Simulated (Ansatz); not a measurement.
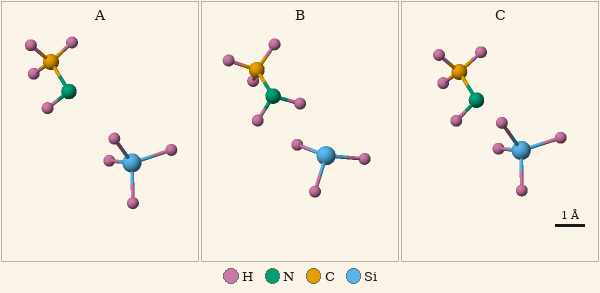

3 geometries from a converged minimum-energy path of CH8NSi (multiplicity 2), made up of CH5N and SiH₃, shuffled. A ball-and-stick model, seen from a free direction.

All numbers below come from Ansatz 0.2.0, UKS B3LYP/def2-SVP. Settings: 5 movable images; climbing image; force threshold 0.03 eV/Å; iteration limit 60; starting path through a guess of the saddle point.

> Which of them lies highest in energy?

C. In order along the path, whose images run from 0 to 6: B (image 1, +0.01 eV), C (image 3, +0.73 eV), A (image 5, +0.41 eV). A hydrogen atom shifts from one atom to another. Breaking: H–N (1.02 → 2.89 Å). Forming: H–Si (3.00 → 1.49 Å).

Limits of the set-up: the start holds two separate molecules, 2.7 Å apart at their closest, whose relative position is a soft coordinate and is computed without a dispersion correction.
